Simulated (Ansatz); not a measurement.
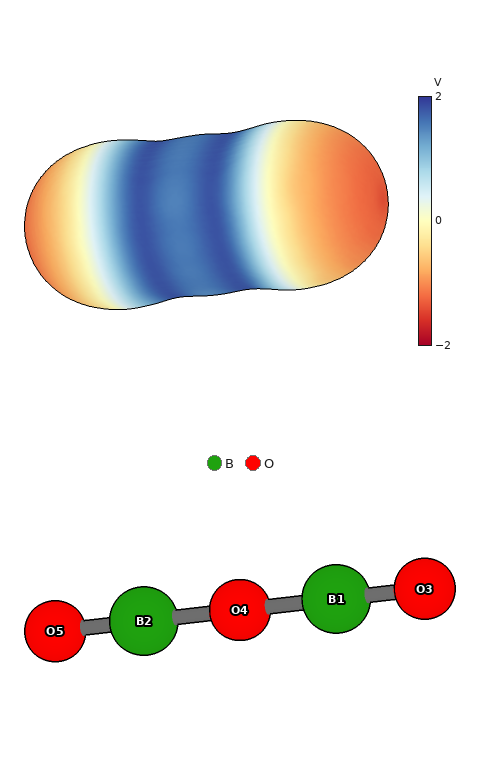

Figure 1: B₂O₃. The electrostatic potential painted on the density surface at 0.001 e/bohr³, seen at a tilt; the colour scale runs from red (negative) to blue (positive). The bare structure is drawn below in the same view.

Geometry: PBE0-D3(BJ)/def2-SVP.

Level of theory: Ansatz, isolated molecule in a Gaussian basis; Kohn-Sham density functional theory, functional PBE0.

```xyz
5

B     0.0000    0.0000   -1.3102
B     0.0000    0.0000    1.3102
O     0.0000    0.0000   -2.5158
O     0.0000    0.0000    0.0000
O     0.0000    0.0000    2.5158
```

**Describe the electrostatic potential map.**

The most negative region (about −1.3 V) lies over O3 and O5, the most positive (about +1.8 V) over B1 and B2.
